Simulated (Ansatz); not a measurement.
# Frequency calculation of WH₂Cl₃OF₃

- system: WH₂Cl₃OF₃
- method: RKS PBE/def2-SVP (Ansatz 0.2.0)

It belongs to a series of runs on one base structure; here: vibrations at the highest image of the band.

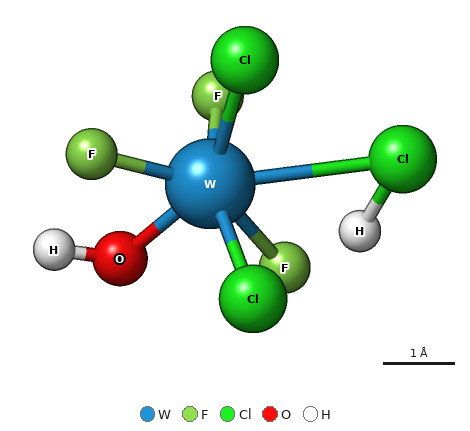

**Figure 1.** The input geometry (ball-and-stick view, seen at a tilt). Sticks mark near contacts. Bond lengths as drawn: Cl–H 1.49 Å, Cl–W 2.29 to 2.74 Å, F–W 1.87 to 2.11 Å, H–O 0.98 Å and O–W 1.90 Å.

Key numbers

| quantity | value |
| --- | --- |
| outcome | converged |
| total energy | −49587.0157 eV |
| mean-field energy | −49587.0157 eV |
| largest force (length of the vector) | 0.025 eV/Å |
| hardware | 4 threads of Arm Neoverse V1, 24 GiB of memory available, shared host |
| wall time | 1.9 min (CPU time 7.2 min) |
| peak memory | 0.25 GiB |

Input file
```yaml
crystal:
  periodic: [false, false, false]
  atoms:
    - { symbol: W, position_ang: [0.161535, -0.15881, -0.045773] }
    - { symbol: F, position_ang: [0.612539, 0.502828, 1.906739] }
    - { symbol: Cl, position_ang: [2.409841, 0.0972, -0.414556] }
    - { symbol: O, position_ang: [-0.238385, 1.696046, 0.043684] }
    - { symbol: H, position_ang: [-0.570052, 2.084898, -0.794224] }
    - { symbol: F, position_ang: [-1.448691, -0.616662, 0.790892] }
    - { symbol: Cl, position_ang: [0.070103, -2.200884, -1.190352] }
    - { symbol: F, position_ang: [-0.390101, 0.305578, -1.810889] }
    - { symbol: Cl, position_ang: [1.024956, -2.023572, 1.773249] }
    - { symbol: H, position_ang: [0.907156, -0.62022, 2.269029] }
basis:
  gaussian: { orbitals: def2-SVP }
hamiltonian:
  xc: pbe
phonons: {}
```

Launch command:
```bash
ansatz run input.yaml --threads 4 --pin off --max-ram 5120MiB --backend cpu --events-out ev --progress --plain --runs-dir out
```

The program's output
```
Engine: ansatz 0.2.0, aarch64-unknown-linux-gnu
Functional definition: PBE
  parameter kappa = 0.804
  parameter beta = 0.06672455060314922
  exchange = pbe_x(kappa = kappa, mu = beta*pi^2/3)
  correlation = pbe_c(beta = beta)
1595 factors; their error is unknown
mean field evaluation 1: about -49572.5763 eV, gradient 8.8e1 eV
mean field evaluation 2: about -49270.5528 eV, gradient 3.4e2 eV
mean field evaluation 4: about -49580.1307 eV, gradient 6.0e1 eV
mean field evaluation 8: about -49587.1133 eV, gradient 9.9e-1 eV
mean field evaluation 16: about -49587.0156 eV, gradient 1.3e-2 eV
mean field -49587.01560911 eV, -1822.2892123483 hartree, gradient 3.4e-5 eV, S^2 0.000000; 0 other end points of the search recorded, 0 dependent functions left out
the calculation of the forces begins
reference -49587.01568119 eV, -1822.2892149974 hartree; 51, 51 occupied and 101, 101 virtual orbitals, 1595 factors
these checks for a lower state are left out or cut short: stability, starts, cluster_reference, orbital_swaps, neighbouring_geometries, increment
1595 factors; their error is unknown
mean field -49587.01545779 eV, -1822.2892067875 hartree, gradient 2.8e-6 eV, S^2 0.000000; 0 other end points of the search recorded, 0 dependent functions left out
[... from here on the field's lines of each further geometry are left out, up to the last ...]
the calculation of the forces begins
reference -49587.01565801 eV, -1822.2892141454 hartree; 51, 51 occupied and 101, 101 virtual orbitals, 1595 factors
these checks for a lower state are left out or cut short: stability, starts, cluster_reference, orbital_swaps, neighbouring_geometries, increment
1595 factors; their error is unknown
mean field -49587.01559256 eV, -1822.2892117401 hartree, gradient 2.4e-6 eV, S^2 0.000000; 0 other end points of the search recorded, 0 dependent functions left out
the calculation of the forces begins
reference -49587.01566464 eV, -1822.2892143892 hartree; 51, 51 occupied and 101, 101 virtual orbitals, 1595 factors
WARN: phonons: modes at or below zero, which the zero-point energy, F, S and C_V leave out: 1, the lowest at -254.80 cm⁻¹. A minimum has none, and a first-order saddle one
Total energy: -49587.01568119 eV, -1822.2892149974 hartree
Atom 0 at     0.161535    -0.158810    -0.045773 Å, force    -0.004759    -0.003544     0.002215 eV/Å
Atom 1 at     0.612539     0.502828     1.906739 Å, force    -0.001903     0.008476    -0.004340 eV/Å
Atom 2 at     2.409841     0.097200    -0.414556 Å, force     0.001197     0.001311    -0.000214 eV/Å
Atom 3 at    -0.238385     1.696046     0.043684 Å, force     0.006485    -0.000070     0.014135 eV/Å
Atom 4 at    -0.570052     2.084898    -0.794224 Å, force    -0.004873     0.004205    -0.014673 eV/Å
Atom 5 at    -1.448691    -0.616662     0.790892 Å, force     0.000413     0.000614    -0.000660 eV/Å
Atom 6 at     0.070103    -2.200884    -1.190352 Å, force     0.000986     0.000133    -0.000561 eV/Å
Atom 7 at    -0.390101     0.305578    -1.810889 Å, force    -0.001040     0.000306    -0.001190 eV/Å
Atom 8 at     1.024956    -2.023572     1.773249 Å, force     0.000156     0.013565     0.006609 eV/Å
Atom 9 at     0.907156    -0.620220     2.269029 Å, force     0.003338    -0.024995    -0.001322 eV/Å
Dipole moment:     0.021980     0.351178    -0.087604 e Å
Vibrations: -254.80 34.77 111.77 137.52 146.61 175.99 194.47 218.12 228.51 260.69 303.44 333.71 383.93 436.46 496.87 555.85 596.54 665.88 681.12 795.76 828.51 934.14 1407.22 3650.99 cm⁻¹, zero-point energy 0.841782 eV
```

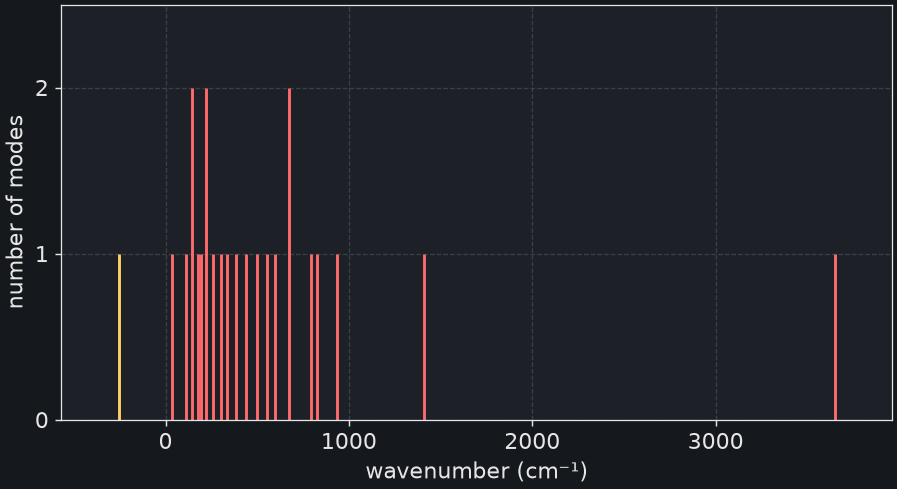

**Figure 2.** Harmonic vibrational wavenumbers from the force constants; neighbouring modes closer than 18 cm⁻¹ are counted in one stick, and imaginary ones are drawn at negative wavenumbers. 24 modes from 255i to 3651 cm⁻¹, 1 imaginary beyond 8i (255i cm⁻¹): a first-order saddle point, if the geometry is stationary.
